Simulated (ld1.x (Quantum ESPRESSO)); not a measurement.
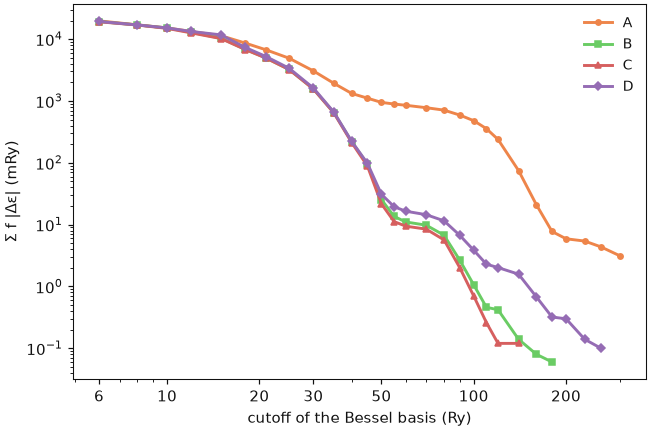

The occupation-weighted error of the valence levels in a spherical-Bessel basis for 4 variants of one potential.

Base settings:

```yaml
element: bismuth
generator: ld1.x (Quantum ESPRESSO) 7.5
type: norm-conserving Troullier–Martins (Kleinman–Bylander form)
functional: PBE
relativity: fully relativistic
frozen_core: [Xe] 4f14
valence_charge: 15
reference_configuration: 5d10 6s2 6p3
partial_waves: 6s (bound): rc 1.45 bohr; 6p (bound): rc 1.95 bohr; 5d (bound): rc 1.35 bohr
local_potential: the d channel
core_correction: none
```

Q: The variants differ in the radius of the s channel: 1.22 bohr, 1.45 bohr, 1.62 bohr, 1.80 bohr. Which curve belongs to which value?

A: A: 1.22 bohr; B: 1.62 bohr; C: 1.80 bohr; D: 1.45 bohr.

Q: What did the other tests of these runs give?

A: A: loose cutoff 180 Ry; bound ghosts s, p3/2, p1/2; 2 of 7 tests not solved. B: loose cutoff 70 Ry; bound ghosts s, p3/2, p1/2; 3 of 7 tests not solved. C: loose cutoff 60 Ry; bound ghosts s, p3/2, p1/2; 2 of 7 tests not solved. D: loose cutoff 90 Ry; bound ghosts s, p3/2, p1/2; 3 of 7 tests not solved. The loose cutoff is the first of the cutoffs, on a coarse ladder, from which the occupation-weighted sum of valence levels, in a spherical-Bessel basis at the reference potential, stays within 10 and 1 mRy of its value at 400 Ry.

Of the 4 potentials behind this page, the base run counted, 4 are unsound (ghost states, missed reference levels or an overlap that isn't positive definite).
